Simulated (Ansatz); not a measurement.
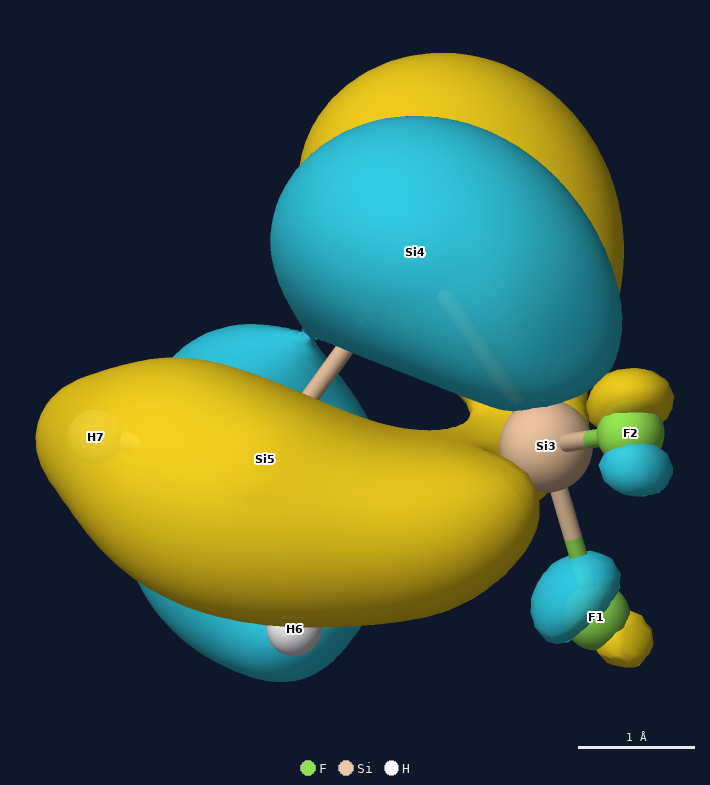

Figure. F2H2Si3. The LUMO at ±0.08 Å⁻³ᐟ² (yellow and cyan are the two phases), seen at a tilt.

Geometry: PBE0-D3(BJ)/def2-SVP.

Method: isolated molecule in a Gaussian basis; Kohn-Sham density functional theory, functional PBE0 (Ansatz).

```xyz
7

F    -0.4661   -1.6849    0.5615
F     0.6635    0.1716   -0.6671
Si    0.0355   -0.1656    0.7817
Si   -0.0925    1.3330    2.4199
Si    0.8069   -0.5063    3.2897
H     0.8737   -1.9373    2.8472
H     1.6071   -0.3884    4.5488
```

Question: What is the character of this orbital?

Answer: It lies mainly on Si4 (about 40 %), Si5 (about 35 %) and Si3 (about 15 %); π-antibonding (π*) across Si4–Si5. Its energy is −2.47 eV.
